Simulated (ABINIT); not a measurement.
# LiBeH3 (Pm-3m): Raman and infrared activity, part 2 of 3

Wanted: vibrational spectra of LiBeH3 (Pm-3m) from linear and non-linear response.

ABINIT 10.8.3; DFT LDA, scalar-relativistic, plane waves, PseudoDojo norm-conserving pseudopotentials.

So far. Step 5 (Relaxation): The volume changes by -0.2 % in this run and stands -30.8 % from the first cell. Step 6 (Ground state): The cell stands at -0.49 GPa: the relaxation ran with a smoothed and higher cutoff and on another k mesh. The relaxed cell has a = 3.121 Å (conventional setting).

The structure was built from a prototype and need not be the compound's stable phase.

### 8. Linear response at Γ

The derivative of the wavefunctions by k comes first, since the response to a field is built on it; then the field and the displacements that symmetry doesn't supply are solved at q = 0. By the 2n+1 theorem the first-order wavefunctions also give third derivatives: Raman tensors and the non-linear susceptibility.

It reads the wavefunctions written in step 6.

dfpt_gamma.abi

```
ndtset 3

# common to the responses
getwfk_filepath "gso_WFK"
kptopt 2
nqpt 1
qpt 0.0 0.0 0.0
asr 0
chneut 0

# d/dk
rfelfd1 2
rfdir1 1 1 1
iscf1 -3
tolwfr1 1.0d-20

# displacements, field
rfphon2 1
rfatpol2 1 5
rfdir2 1 1 1
rfelfd2 3
getddk2 1
tolvrs2 1.0d-10
prepanl2 1
prtden2 1

# third order
optdriver3 5
getden_filepath3 "gso_DEN"
get1den3 2
get1wf3 2
getddk3 1
d3e_pert1_elfd3 1
d3e_pert1_phon3 1
d3e_pert1_atpol3 1 5
d3e_pert1_dir3 1 1 1
d3e_pert2_elfd3 1
d3e_pert2_dir3 1 1 1
d3e_pert3_elfd3 1
d3e_pert3_dir3 1 1 1
usepead3 1
tolvrs3 1.0d-10

# basis, mesh and filling
ecut 38.0
ngkpt 8 8 8
nshiftk 1
shiftk 0.5 0.5 0.5
istwfk *1
occopt 1
nband 5
nstep 100
diemac 9.0
prtebands 0
prtgsr 0

# cell and atoms
acell 5.898175248 5.898175248 5.898175248
rprim 
    1.0 0.0 0.0
    0.0 1.0 0.0
    0.0 0.0 1.0
ntypat 3
znucl 3 4 1
natom 5
typat 1 2 3 3 3
xred 
    0.0 0.0 0.0
    0.5 0.5 0.5
    0.5 0.5 0.0
    0.5 0.0 0.5
    0.0 0.5 0.5
pp_dirpath "./pseudo"
pseudos "Li.upf, Be.upf, H.upf"
```

On the command line:

```console
$ OMP_NUM_THREADS=1 mpirun -n 4 abinit dfpt_gamma.abi > dfpt_gamma.log
```

Numbers of over 12 decimals in the logs are rounded to 6 here.

dfpt_gamma.abo, the main output file:

```text
[banners, grids, parts of the stress and lines that vanish by symmetry left out]
- input  file    -> dfpt_gamma.abi
- output file    -> dfpt_gamma.abo
- root for input  files -> dfpt_gammai
[...]
DATASET    1 : space group Pm -3 m (#221); Bravais cP (primitive cubic)
[...]
nfft =       46656          nkpt =         256
[...]
DATASET    2 : space group Pm -3 m (#221); Bravais cP (primitive cubic)
[...]
nfft =       46656          nkpt =         256
[...]
DATASET    3 : space group Pm -3 m (#221); Bravais cP (primitive cubic)
[...]
mpw =        2312          nfft =       46656          nkpt =         256
[...]
== DATASET  1 ==================================================================
[...]
cutoff_energies: {ecut:  38.0, pawecutdg:  -1.0, }
[...]
-  1.00000   1.00000  180309                  znucl, zion, pspdat
[...]
Perturbation : derivative vs k along direction   1
[...]
-ETOT  1  -12.147412737385     -1.215E+01 6.976E-02 0.000E+00
 ETOT  2  -12.151452129949     -4.039E-03 4.284E-05 0.000E+00
 ETOT  3  -12.151453613131     -1.483E-06 3.470E-08 0.000E+00
 ETOT  4  -12.151453614248     -1.117E-09 2.353E-11 0.000E+00
 ETOT  5  -12.151453614249     -1.078E-12 3.702E-14 0.000E+00
[...]
At SCF step    8   max residual=  9.84E-21 < tolwfr=  1.00E-20 =>converged.
[...]
Perturbation : derivative vs k along direction   2
[...]
-ETOT  1  -12.147372041510     -1.215E+01 6.976E-02 0.000E+00
[...]
At SCF step    8   max residual=  9.84E-21 < tolwfr=  1.00E-20 =>converged.
[...]
Perturbation : derivative vs k along direction   3
[...]
-ETOT  1  -12.147412727618     -1.215E+01 6.976E-02 0.000E+00
[...]
At SCF step    8   max residual=  9.84E-21 < tolwfr=  1.00E-20 =>converged.
[...]
1        1       1.1105868356    0.0000000000
     1        2       0.0000000000    0.0000000000
     1        3       0.0000000000    0.0000000000
     2        1       0.0000000000    0.0000000000
     2        2       1.1105868356    0.0000000000
     2        3       0.0000000000    0.0000000000
     3        1       0.0000000000    0.0000000000
     3        2       0.0000000000    0.0000000000
     3        3       1.1105868356    0.0000000000
[...]
== DATASET  2 ==================================================================
[...]
cutoff_energies: {ecut:  38.0, pawecutdg:  -1.0, }
[...]
Perturbation : displacement of atom   1   along direction   1
[...]
-ETOT  1  0.397425     -1.179E+03 1.496E+01 2.858E+02
[...]
At SCF step    8       vres2   =  1.32E-12 < tolvrs=  1.00E-10 =>converged.
[...]
Perturbation : displacement of atom   2   along direction   1
[...]
-ETOT  1   2.938821     -2.744E+03 5.843E+01 2.145E+03
[...]
At SCF step    8       vres2   =  2.02E-12 < tolvrs=  1.00E-10 =>converged.
[...]
Perturbation : displacement of atom   3   along direction   1
[...]
-ETOT  1  0.956647     -3.644E+01 8.834E-02 5.579E+02
[...]
At SCF step    8       vres2   =  3.22E-13 < tolvrs=  1.00E-10 =>converged.
[...]
Perturbation : displacement of atom   3   along direction   3
[...]
-ETOT  1   2.921297     -3.966E+01 3.091E-01 2.145E+03
[...]
At SCF step    8       vres2   =  1.46E-12 < tolvrs=  1.00E-10 =>converged.
[...]
Perturbation : homogeneous electric field along direction   1
[...]
-ETOT  1  -100.00221109244     -1.000E+02 1.379E+00 2.076E+03
[...]
At SCF step    8       vres2   =  5.03E-12 < tolvrs=  1.00E-10 =>converged.
[...]
Perturbation : homogeneous electric field along direction   2
[...]
-ETOT  1  -100.00269680057     -1.000E+02 1.286E+00 2.076E+03
[...]
At SCF step    8       vres2   =  5.12E-12 < tolvrs=  1.00E-10 =>converged.
[...]
Perturbation : homogeneous electric field along direction   3
[...]
-ETOT  1  -100.00221129768     -1.000E+02 1.379E+00 2.076E+03
[...]
ETOT  7  -100.78392531351     -2.757E-11 1.098E-13 9.470E-10
 ETOT  8  -100.78392531351     -6.537E-13 4.280E-16 5.035E-12
 At SCF step    8       vres2   =  5.03E-12 < tolvrs=  1.00E-10 =>converged.
[...]
Dielectric tensor, in cartesian coordinates,
[...]
1    7   1    7         6.4390584336        -0.0000000000
   1    7   2    7        -0.0000000000        -0.0000000000
   1    7   3    7        -0.0000000000        -0.0000000000
   2    7   1    7        -0.0000000000        -0.0000000000
   2    7   2    7         6.4390584336        -0.0000000000
   2    7   3    7        -0.0000000000        -0.0000000000
   3    7   1    7        -0.0000000000        -0.0000000000
   3    7   2    7        -0.0000000000        -0.0000000000
   3    7   3    7         6.4390584336        -0.0000000000
  Effective charges, in cartesian coordinates,
[...]
1    1   1    7         1.2379414394         0.0000000000
   2    1   1    7         0.0000000000         0.0000000000
   3    1   1    7         0.0000000000         0.0000000000
   1    2   1    7         2.1354952540         0.0000000000
   2    2   1    7         0.0000000000         0.0000000000
[...]
Effective charges, in cartesian coordinates,
[...]
2    7   1    5         0.0000000000         0.0000000000
   3    7   1    5         0.0000000000         0.0000000000
   1    7   2    5         0.0000000000         0.0000000000
   2    7   2    5        -0.7156665287         0.0000000000
   3    7   2    5         0.0000000000         0.0000000000
   1    7   3    5         0.0000000000         0.0000000000
   2    7   3    5         0.0000000000         0.0000000000
   3    7   3    5        -0.7156665287         0.0000000000
  Phonon wavevector (reduced coordinates) :  0.00000  0.00000  0.00000
 Phonon energies in Hartree :
[...]
Phonon frequencies in cm-1    :
-  4.403328E-01  4.403331E-01  4.403338E-01  1.190702E+02  1.190702E+02
-  1.190702E+02  5.870799E+02  5.870799E+02  5.870799E+02  8.115510E+02
-  8.115510E+02  8.115510E+02  1.448503E+03  1.448503E+03  1.448503E+03
  Phonon at Gamma, with non-analyticity in the
[...]
Phonon energies in Hartree :
[...]
Phonon frequencies in cm-1    :
-  4.403328E-01  4.403331E-01  1.085823E+00  1.190702E+02  1.190702E+02
-  2.351703E+02  5.870799E+02  5.870799E+02  8.115510E+02  8.115510E+02
-  8.115510E+02  9.714815E+02  1.448503E+03  1.448503E+03  1.674878E+03
  Phonon at Gamma, with non-analyticity in the
[...]
Phonon energies in Hartree :
[...]
Phonon frequencies in cm-1    :
-  4.403328E-01  4.403338E-01  1.085823E+00  1.190702E+02  1.190702E+02
-  2.351703E+02  5.870799E+02  5.870799E+02  8.115510E+02  8.115510E+02
-  8.115510E+02  9.714815E+02  1.448503E+03  1.448503E+03  1.674878E+03
  Phonon at Gamma, with non-analyticity in the
[...]
Phonon energies in Hartree :
[...]
Phonon frequencies in cm-1    :
-  4.403331E-01  4.403338E-01  1.085822E+00  1.190702E+02  1.190702E+02
-  2.351703E+02  5.870799E+02  5.870799E+02  8.115510E+02  8.115510E+02
-  8.115510E+02  9.714815E+02  1.448503E+03  1.448503E+03  1.674878E+03
[...]
== DATASET  3 ==================================================================
[...]
cutoff_energies: {ecut:  38.0, pawecutdg:  -1.0, }
[...]
1          1       -0.000000000       -0.000000000       -0.000000000
[...]
1          2       -0.000000000       -0.000000000       -0.000000000
[...]
1          3       -0.000000000       -0.000000000       -0.000000000
[...]
2          1       -0.000000000       -0.000000000       -0.000000000
[...]
2          2       -0.000000000       -0.000000000       -0.000000000
[...]
2          3       -0.000000000       -0.000000000       -0.000000000
[...]
3          1       -0.000000000       -0.000000000       -0.000000000
[...]
3          2       -0.000000000       -0.000000000       -0.000000000
[...]
3          3       -0.000000000       -0.000000000       -0.000000000
[...]
4          1       -0.000000000       -0.000000000       -0.000000000
[...]
4          2       -0.000000000       -0.000000000       -0.000000000
[...]
4          3       -0.000000000       -0.000000000       -0.000000000
[...]
5          1       -0.000000000       -0.000000000       -0.000000000
[...]
5          2       -0.000000000       -0.000000000       -0.000000000
[...]
5          3       -0.000000000       -0.000000000       -0.000000000
[...]
strten2     0.0000000000E+00  0.0000000000E+00  0.0000000000E+00
           strten3     0.0000000000E+00  0.0000000000E+00  0.0000000000E+00
================================================================================
```

Run time: 2.8 min. Hardware: 4 MPI ranks of Arm Neoverse V1, shared host; 11 min of CPU time.

Read from the output:

- miss of the charge sum rule: 0.03257 e
- largest acoustic frequency at the zone centre before the sum rule: 0.44 cm⁻¹
- highest optical zone-centre mode (no LO-TO term): 1448 cm⁻¹
- lowest optical zone-centre mode: 119.1 cm⁻¹
- mean high-frequency dielectric constant: 6.439
- largest Born charge in size (third of the trace): 2.135 e

Born charge (rows field, columns displacement), before the sum rule (e), principal values of the symmetric part by kind of site:

| atom | atoms with these values | low | middle | high | mean |
| --- | --- | --- | --- | --- | --- |
| Li1 | 1 | 1.24 | 1.24 | 1.24 | 1.24 |
| Be2 | 1 | 2.14 | 2.14 | 2.14 | 2.14 |
| H3 | 3 | -1.91 | -0.72 | -0.72 | -1.11 |

In full for Be2:

```
2.14 0.00 0.00
0.00 2.14 0.00
0.00 0.00 2.14
```

High-frequency dielectric tensor:

```
6.44 0.00 0.00
0.00 6.44 0.00
0.00 0.00 6.44
```

The acoustic modes at Γ come out as far as 0.4 cm⁻¹ from zero, where they should vanish, a small numerical error; the Born charges miss their sum rule by 0.033 e, which is fair.

### 9. Modes with the sum rule

anaddb reads the merged derivatives, imposes the acoustic sum rule and charge neutrality, and adds the LO-TO term along chosen directions.

anaddb.abi

```
ddb_filepath "gamma_DDB"
output_file "anaddb.abo"
outdata_prefix "anaddb"
asr 1
chneut 1
enunit 2
eivec 1
nph1l 1
qph1l 0.0 0.0 0.0 1.0
dieflag 1
nph2l 3
qph2l 
    1.0 0.0 0.0 0.0
    0.0 0.0 1.0 0.0
    1.0 1.0 1.0 0.0
nlflag 1
ramansr 1
alphon 1
prtmbm 1
```

mrgddb.in

```
gamma_DDB
merged
3
dfpt_gammao_DS2_DDB
dfpt_gammao_DS3_DDB
gso_DDB
```

On the command line:

```console
$ mrgddb < mrgddb.in > mrgddb.log
$ OMP_NUM_THREADS=1 anaddb anaddb.abi > anaddb.log
```

anaddb.abo, the main output file:

```text
[banners, grids, parts of the stress and lines that vanish by symmetry left out]
-outvars_anaddb: echo values of input variables ----------------------

 Flags :
[...]
Dielectric Tensor and Effective Charges
[...]
Effective charge tensors after
[...]
1          1       -0.000000000       -0.000000000       -0.000000000
[...]
1          2       -0.000000000       -0.000000000       -0.000000000
[...]
1          3       -0.000000000       -0.000000000       -0.000000000
[...]
2          1       -0.000000000       -0.000000000       -0.000000000
[...]
2          2       -0.000000000       -0.000000000       -0.000000000
[...]
2          3       -0.000000000       -0.000000000       -0.000000000
[...]
3          1       -0.000000000       -0.000000000       -0.000000000
[...]
3          2       -0.000000000       -0.000000000       -0.000000000
[...]
3          3       -0.000000000       -0.000000000       -0.000000000
[...]
4          1       -0.000000000       -0.000000000       -0.000000000
[...]
4          2       -0.000000000       -0.000000000       -0.000000000
[...]
4          3       -0.000000000       -0.000000000       -0.000000000
[...]
5          1       -0.000000000       -0.000000000       -0.000000000
[...]
5          2       -0.000000000       -0.000000000       -0.000000000
[...]
5          3       -0.000000000       -0.000000000       -0.000000000
[...]
Phonon wavevector (reduced coordinates) :  0.00000  0.00000  0.00000
 Phonon energies in Hartree :
[...]
Phonon energies in meV     :
-  0.000000E+00  0.000000E+00  0.000000E+00  1.476278E+01  1.476278E+01
-  1.476278E+01  7.278863E+01  7.278863E+01  7.278863E+01  1.006195E+02
-  1.006195E+02  1.006195E+02  1.795915E+02  1.795915E+02  1.795915E+02
 Phonon frequencies in cm-1    :
-  0.000000E+00  0.000000E+00  0.000000E+00  1.190698E+02  1.190698E+02
-  1.190698E+02  5.870799E+02  5.870799E+02  5.870799E+02  8.115510E+02
-  8.115510E+02  8.115510E+02  1.448503E+03  1.448503E+03  1.448503E+03
 Phonon frequencies in Thz     :
-  0.000000E+00  0.000000E+00  0.000000E+00  3.569624E+00  3.569624E+00
-  3.569624E+00  1.760021E+01  1.760021E+01  1.760021E+01  2.432969E+01
-  2.432969E+01  2.432969E+01  4.342504E+01  4.342504E+01  4.342504E+01
 Phonon energies in Kelvin  :
-  0.000000E+00  0.000000E+00  0.000000E+00  1.713149E+02  1.713149E+02
-  1.713149E+02  8.446770E+02  8.446770E+02  8.446770E+02  1.167641E+03
-  1.167641E+03  1.167641E+03  2.084073E+03  2.084073E+03  2.084073E+03
[...]
-  1  0.00000000E+00 -3.50532789E-07  5.37658453E-03
-     0.00000000E+00  0.00000000E+00  0.00000000E+00
-  2  0.00000000E+00 -3.50532394E-07  5.37657847E-03
-     0.00000000E+00  0.00000000E+00  0.00000000E+00
-  3  0.00000000E+00 -3.50532266E-07  5.37657743E-03
-     0.00000000E+00  0.00000000E+00  0.00000000E+00
-  4  0.00000000E+00 -3.50532326E-07  5.37657651E-03
-     0.00000000E+00  0.00000000E+00  0.00000000E+00
-  5  0.00000000E+00 -3.50532266E-07  5.37657651E-03
-     0.00000000E+00  0.00000000E+00  0.00000000E+00
[...]
-  1  2.71729725E-07 -5.37658452E-03 -3.50534098E-07
-     0.00000000E+00  0.00000000E+00  0.00000000E+00
-  2  2.71729419E-07 -5.37657847E-03 -3.50533704E-07
-     0.00000000E+00  0.00000000E+00  0.00000000E+00
-  3  2.71729319E-07 -5.37657650E-03 -3.50533635E-07
-     0.00000000E+00  0.00000000E+00  0.00000000E+00
-  4  2.71729319E-07 -5.37657742E-03 -3.50533575E-07
-     0.00000000E+00  0.00000000E+00  0.00000000E+00
-  5  2.71729366E-07 -5.37657650E-03 -3.50533575E-07
-     0.00000000E+00  0.00000000E+00  0.00000000E+00
[...]
-  1  5.37658453E-03  2.71731414E-07  0.00000000E+00
-     0.00000000E+00  0.00000000E+00  0.00000000E+00
-  2  5.37657848E-03  2.71731108E-07  0.00000000E+00
-     0.00000000E+00  0.00000000E+00  0.00000000E+00
-  3  5.37657651E-03  2.71731009E-07  0.00000000E+00
-     0.00000000E+00  0.00000000E+00  0.00000000E+00
-  4  5.37657651E-03  2.71731055E-07  0.00000000E+00
-     0.00000000E+00  0.00000000E+00  0.00000000E+00
[...]
-  4  7.05996202E-03 -4.72225088E-06  0.00000000E+00
[...]
-  5 -2.09819836E-02  1.58893041E-06  0.00000000E+00
[...]
-     1         -0.000000     0.000000     0.000001     0.000001
-     2         -0.000000    -0.000001     0.000000     0.000001
[...]
-    14          0.000000    -1.359249     0.000000     1.359249
-    15          1.359249    -0.000000    -0.000000     1.359249
[...]
-   1     Real    0.0000E+00  0.0000E+00  0.0000E+00  0.0000E+00  0.0000E+00  0.0000E+00  0.0000E+00
[...]
-   2     Real    0.0000E+00  0.0000E+00  0.0000E+00  0.0000E+00  0.0000E+00  0.0000E+00  0.0000E+00
[...]
-   3     Real    0.0000E+00  0.0000E+00  0.0000E+00  0.0000E+00  0.0000E+00  0.0000E+00  0.0000E+00
[...]
-   4     Real    0.0000E+00  0.0000E+00  3.4125E-04  0.0000E+00  0.0000E+00  0.0000E+00  3.4125E-04
[...]
-   5     Real    0.0000E+00  3.4125E-04  0.0000E+00  0.0000E+00  0.0000E+00  0.0000E+00  3.4125E-04
[...]
-   6     Real    3.4125E-04  0.0000E+00  0.0000E+00  0.0000E+00  0.0000E+00  0.0000E+00  3.4125E-04
[...]
-   7     Real    0.0000E+00  0.0000E+00  1.6219E-03  0.0000E+00  0.0000E+00  0.0000E+00  1.6219E-03
[...]
-   8     Real    0.0000E+00  1.6219E-03  0.0000E+00  0.0000E+00  0.0000E+00  0.0000E+00  1.6219E-03
[...]
-   9     Real    1.6219E-03  0.0000E+00  0.0000E+00  0.0000E+00  0.0000E+00  0.0000E+00  1.6219E-03
[...]
-  10     Real    0.0000E+00  0.0000E+00  0.0000E+00  0.0000E+00  0.0000E+00  0.0000E+00  0.0000E+00
[...]
-  11     Real    0.0000E+00  0.0000E+00  0.0000E+00  0.0000E+00  0.0000E+00  0.0000E+00  0.0000E+00
[...]
-  12     Real    0.0000E+00  0.0000E+00  0.0000E+00  0.0000E+00  0.0000E+00  0.0000E+00  0.0000E+00
[...]
-  13     Real    0.0000E+00  0.0000E+00  9.9845E-04  0.0000E+00  0.0000E+00  0.0000E+00  9.9845E-04
[...]
-  14     Real    0.0000E+00  9.9845E-04  0.0000E+00  0.0000E+00  0.0000E+00  0.0000E+00  9.9845E-04
[...]
-  15     Real    9.9845E-04  0.0000E+00  0.0000E+00  0.0000E+00  0.0000E+00  0.0000E+00  9.9845E-04
[...]
-         0.000000000       0.000000000       0.000000000
-         0.000000000       0.000000000       0.000000000
-         0.000000000       0.000000000       0.000000000
[...]
-         0.000000000       0.000000000       0.000000000
-         0.000000000       0.000000000       0.000000000
-         0.000000000       0.000000000       0.000000000
[...]
Phonon at Gamma, with non-analyticity in the
[...]
Phonon energies in Hartree :
[...]
Phonon energies in meV     :
-  0.000000E+00  0.000000E+00  0.000000E+00  1.476278E+01  1.476278E+01
-  2.918229E+01  7.278863E+01  7.278863E+01  1.006195E+02  1.006195E+02
-  1.006195E+02  1.207491E+02  1.795915E+02  1.795915E+02  2.078329E+02
 Phonon frequencies in cm-1    :
-  0.000000E+00  0.000000E+00  0.000000E+00  1.190698E+02  1.190698E+02
[...]
Phonon frequencies in Thz     :
[...]
Phonon energies in Kelvin  :
[...]
-  1  0.00000000E+00  0.00000000E+00 -5.37658454E-03
[...]
-  2  0.00000000E+00  0.00000000E+00 -5.37657848E-03
[...]
-  3  0.00000000E+00  0.00000000E+00 -5.37657744E-03
[...]
-  4  0.00000000E+00  0.00000000E+00 -5.37657652E-03
[...]
Phonon at Gamma, with non-analyticity in the
[...]
Phonon energies in Hartree :
[...]
Phonon energies in meV     :
[...]
Phonon frequencies in cm-1    :
[...]
Phonon frequencies in Thz     :
[...]
Phonon energies in Kelvin  :
[...]
Phonon at Gamma, with non-analyticity in the
[...]
Phonon energies in Hartree :
[...]
Phonon energies in meV     :
[...]
Phonon frequencies in cm-1    :
[...]
Phonon frequencies in Thz     :
[...]
Phonon energies in Kelvin  :
[...]
-  3.386464E+02  8.446770E+02  8.446770E+02  1.167641E+03  1.167641E+03
-  1.167641E+03  1.401235E+03  2.084073E+03  2.084073E+03  2.411801E+03
[...]
-  4  5.60159333E-03  1.18254420E-02 -1.62260006E-03
[...]
-  5 -1.66477581E-02 -3.97899327E-03 -1.62260006E-03
[...]
-         0.000000000       0.000000000       0.000000000
-         0.000000000       0.000000000       0.000000000
[...]
Direction                     Dielectric constant
[...]
0.00000   0.00000   1.00000     92.73049380
   1.00000   1.00000   1.00000     92.73049380
-
```

It took 1.5 s on 1 thread.

This step gave:

```yaml
mean_static_dielectric_constant: 92.73
highest_mode_moved_by_the_lo_to_term: 1676 cm⁻¹
```

No LO-TO term; unit eigenvectors of the mass-weighted matrix, from anaddb's displacements. Modes at Γ, with each element's share of the kinetic energy:

| mode | frequency (cm⁻¹) | symmetry | Li % | Be % | H % |
| --- | --- | --- | --- | --- | --- |
| 1 | 0.0 | acoustic | 37 | 47 | 16 |
| 2 | 0.0 | acoustic | 37 | 47 | 16 |
| 3 | 0.0 | acoustic | 37 | 47 | 16 |
| 4 | 119.1 | T1u | 62 | 21 | 16 |
| 5 | 119.1 | T1u | 62 | 21 | 16 |
| 6 | 119.1 | T1u | 62 | 21 | 16 |
| 7 | 587.1 | T1u | 1 | 31 | 68 |
| 8 | 587.1 | T1u | 1 | 31 | 68 |
| 9 | 587.1 | T1u | 1 | 31 | 68 |
| 10 | 811.6 | T2u | 0 | 0 | 100 |
| 11 | 811.6 | T2u | 0 | 0 | 100 |
| 12 | 811.6 | T2u | 0 | 0 | 100 |
| 13 | 1448.5 | T1u | 0 | 1 | 99 |
| 14 | 1448.5 | T1u | 0 | 1 | 99 |
| 15 | 1448.5 | T1u | 0 | 1 | 99 |

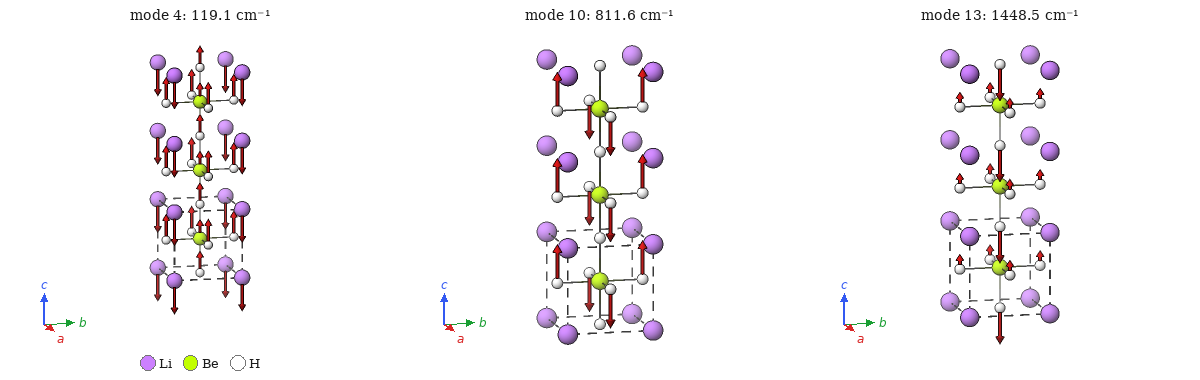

Displacement patterns of modes 4, 10 and 13 at Γ; arrows are exaggerated. 1×1×3 cells are drawn. Some periodic images of atoms are drawn too.

Trace of the oscillator strength, degenerate modes summed. Infrared lines, with heights relative to the strongest:

| position (cm⁻¹) | lines merged | IR intensity, relative |
| --- | --- | --- |
| 119 | 3 | 21 |
| 587 | 3 | 100 |
| 812 | 3 | 0.0 |
| 1448 | 3 | 62 |

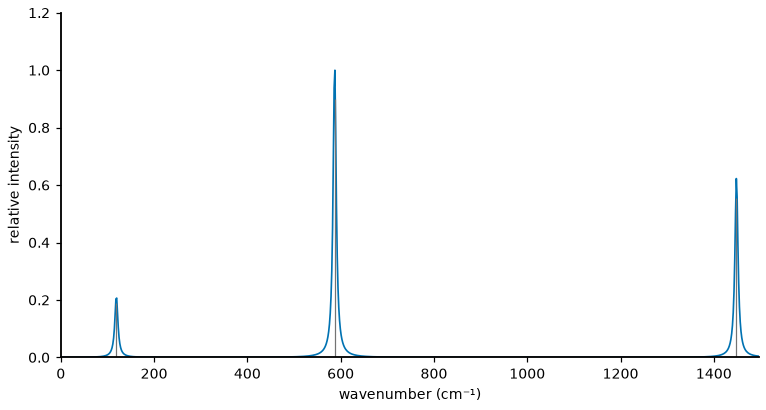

The infrared spectrum, broadened with Lorentzians of width 8 cm⁻¹; bars mark the lines.

Static dielectric tensor (ions relaxed, fixed cell):

```
92.73  0.00  0.00
 0.00 92.73  0.00
 0.00  0.00 92.73
```

The rule moves no optical mode by more than 0.1 cm⁻¹.

[end of part 2 of 3]

[Host names and launcher messages were left out of these logs when they were recorded.]

[Logs are printed without paths, hosts, clocks, repeated set-up lines and the standing remarks that a program may print on its own settings, such as how far it seeks lower states.]

[Hosts, paths, dates, database ids (printed as entryN), source tags and the programs' standing remarks are cut or masked in the printed files.]
